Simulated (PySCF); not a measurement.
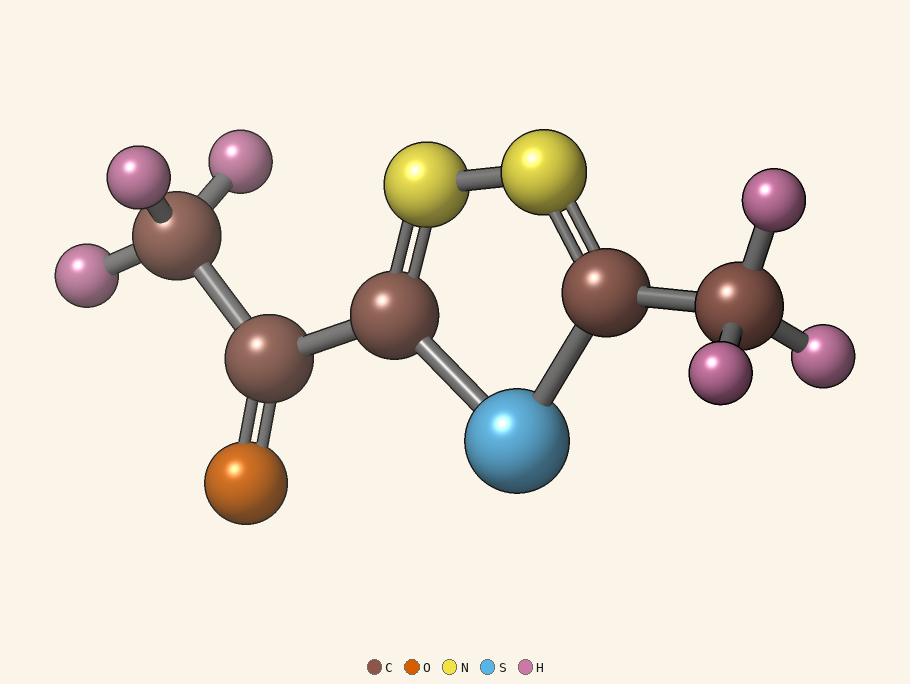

The geometry was computed by an optimisation with GFN2-xTB. No frequency run is at hand to confirm it as a minimum.

Count the atoms of each element.

C₅H₆N₂OS, 15 atoms: 5 carbon, 6 hydrogen, 2 nitrogen, 1 oxygen and 1 sulfur.

Does it have rings?

Independent rings (smallest set): 1 of 5 members, 1 of them aromatic.

Name functional groups in it.

Among them: ketone.

More results for the same structure follow; atom numbers are the same in all pictures, views and colours differ.

## Shape

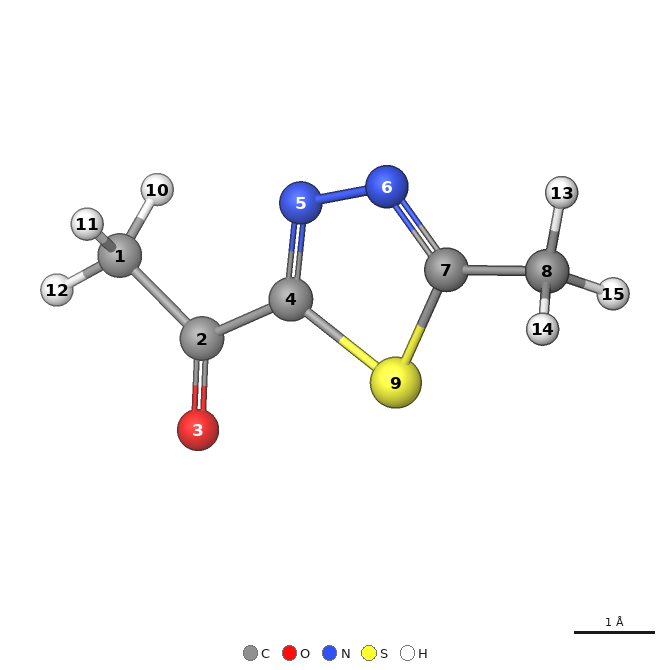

Numbered structure. No frequency run is at hand to confirm it as a minimum.

Describe the coordination of atom 1.

C1 has 4 neighbours (C2 at 1.50, H10 at 1.09, H11 at 1.09, H12 at 1.09 Å); the arrangement is tetrahedral.

How are the neighbours of atom 5 arranged?

N5 has 2 neighbours (C4 at 1.29, N6 at 1.31 Å); the arrangement is bent.

What is the geometry at C2?

C2 has 3 neighbours (C1 at 1.50, O3 at 1.21, C4 at 1.47 Å); the arrangement is trigonal planar.

How are the neighbours of atom 4 arranged?

C4 has 3 neighbours (C2 at 1.47, N5 at 1.29, S9 at 1.75 Å); the arrangement is trigonal planar.

What is the dihedral angle C2–C4–S9–C7?

180° in size, that is anti.

## Dipole moment

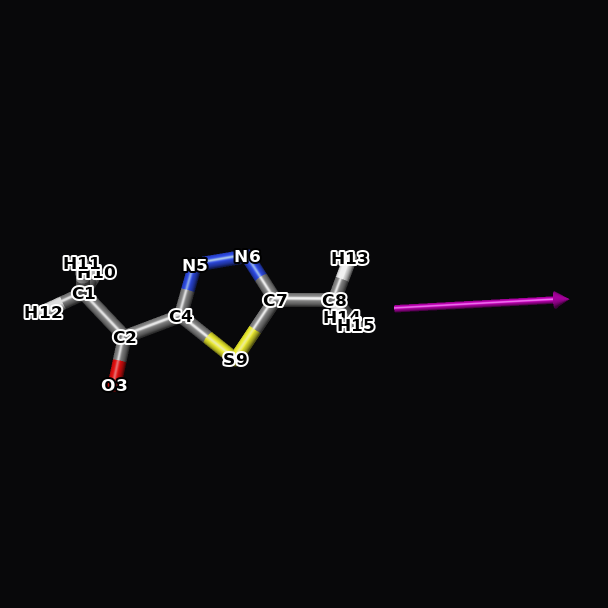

The arrow beside the molecule shows the direction of the dipole moment, from the negative to the positive end (its length means nothing). No frequency run is at hand to confirm it as a minimum. Method: PBE0/def2-SVPD, gas phase (PySCF 2.14.0).

Estimate the dipole moment.

2.18 D; it points from the side of H12 to the side of H13, H14, H15 (the outermost atoms at the two ends).

## Polarisability

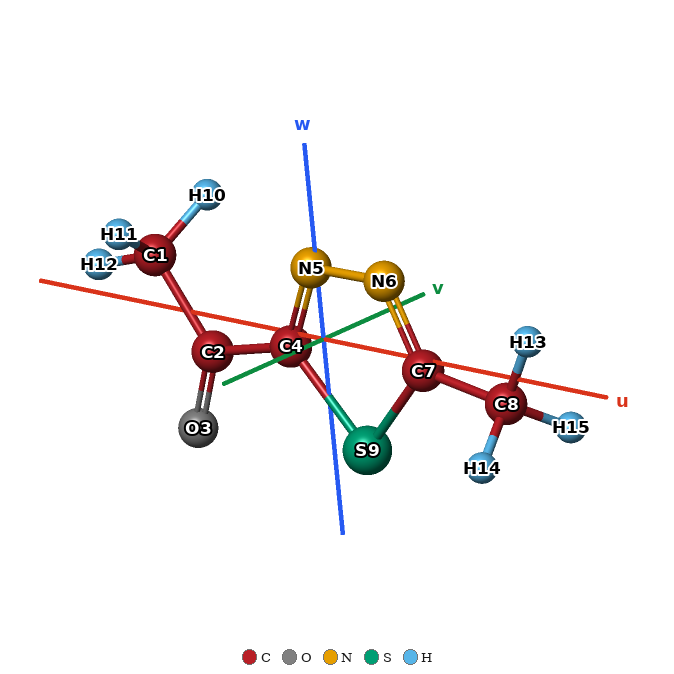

The lines u, v and w are the principal axes of the static dipole polarisability. No frequency run is at hand to confirm it as a minimum. Level of theory: PBE0/def2-SVPD (PySCF 2.14.0).

Along which axis is the molecule most polarisable, and along which least?

Most along u (nearly parallel to the N5–N6 bond), least along v.

Give the three principal values.

u 128.2, v 59.8, w 94.5 bohr³; mean 94.2, anisotropy 59.3 bohr³.

## Excitation

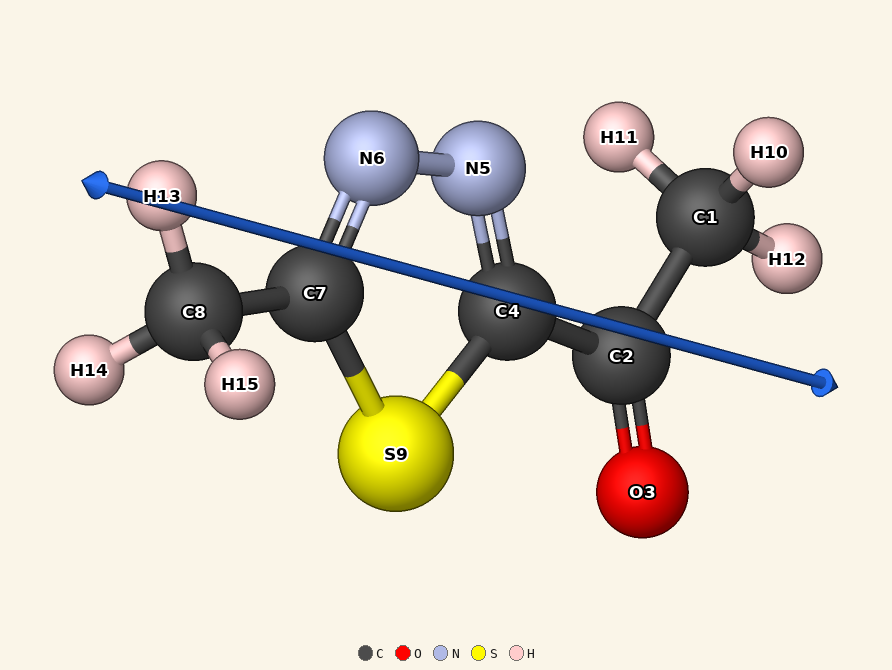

The double arrow shows the direction of the transition dipole to excited singlet state 3 (its length means nothing). No frequency run is at hand to confirm it as a minimum. Method: TDDFT PBE0/def2-SVPD, vertical, gas phase, core orbitals frozen in the response (PySCF 2.14.0).

How is the transition polarised?

Nearly parallel to the C2–C4 bond.

Give its energy, strength and character.

5.14 eV (241 nm), oscillator strength 0.25, mainly HOMO−2 → LUMO (weight 0.94); transition dipole 3.60 D.
